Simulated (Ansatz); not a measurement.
La2O3 (A-La2O3 type, space group P-3m1): scan of one atom of the cell

Relaxed La$_{2}$O$_{3}$ (A-La2O3 type, space group P-3m1):

```xyz
5
Lattice="3.9403 0.0000 0.0000 -1.9701 3.4124 0.0000 0.0000 0.0000 6.1880" Properties=species:S:1:pos:R:3 pbc="T T T"
La     0.0000     2.2749     1.5308
La     1.9701     1.1375     4.6572
O      0.0000     0.0000     0.0000
O      0.0000     2.2749     3.9930
O      1.9701     1.1375     2.1950
```

Scan: atom 1 (La, nearest neighbour O at 2.370 Å; its periodic images, 3.9 Å or more away, move with it) is displaced towards the nearest neighbour, direction (0.831, -0.480, 0.280) in Cartesian axes, by s. The other atoms stay.

Calculation: PBE (plane waves to 420 eV, PAW, scalar-relativistic; Ansatz, a first-principles code). k mesh 8×8×5 (Γ-centred), Fermi-Dirac smearing 0.05 eV. The energy includes the smearing's −TS. Left out: 2 of 11 points, with atoms too close for the PAW data. La2O3 is run without spin polarisation. La2O3 was relaxed with its symmetry unable to fall. The zero of ΔE is the undisplaced structure.

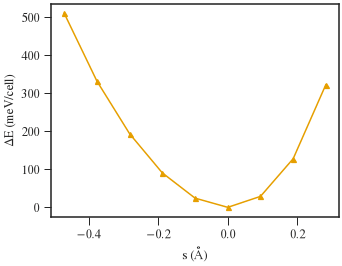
*ΔE (meV/cell) against s (Å); markers are the computed points, lines only join them.*

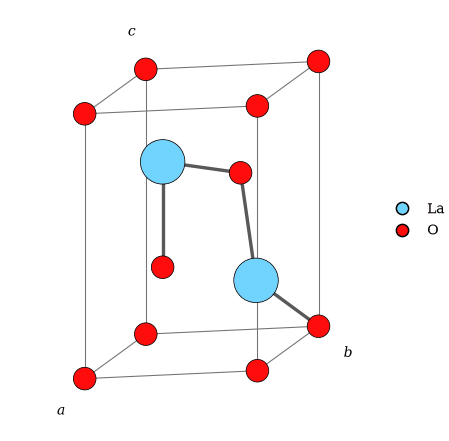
Figure: The cell of the calculation at s = -0.470 Å.

The force along the line at s = -0.470 Å comes out as 2.14 eV/Å. The force constant k = d²E/ds² at s = 0 (finite differences) comes out as 5.94 eV/Å². Shape of the curve: a single well with its minimum at or next to zero displacement. Symmetry of the curve: not even: the positive side lies higher at ±0.282 Å. Harmonic estimate at the end of the scan: ½ks² = 236 meV/cell against the computed 323 meV/cell, so the well is stiffer than harmonic there.

With its periodic images moving along, the atom's site symmetry in this cell is 3m..

(For displaced atoms, the force is minus the slope of the energy, and its curvature is a force constant, which sets phonon frequencies.)
